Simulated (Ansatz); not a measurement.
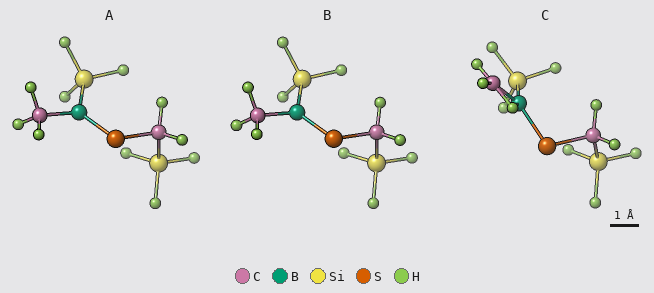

3 geometries from a converged minimum-energy path of C$_{2}$H$_{11}$BSSi$_{2}$, shuffled. A ball-and-stick model, seen from a free direction.

All numbers below come from RKS PBE-D4/6-31G* in Ansatz 0.2.0. Run with 5 movable images; climbing image; force threshold 0.05 eV/Å; iteration limit 60; starting path through a guess of the saddle point.

Question: One of them is the converged climbing image. Which?

Answer: C. In order along the path, whose images run from 0 to 6: B (image 0, 0.00 eV), C (image 4, +3.54 eV), A (image 6, 0.00 eV). No bond forms or breaks between the ends. Among the angles between lasting bonds that change up to the highest image: B–C–H 115.1° → 55.4°, H–C–H 108.1° → 156.8°.

Cost: 5.1 min on 2 threads of AMD EPYC 9R45 96-Core Processor (Zen 5), on a shared host, peak memory 0.22 GiB.
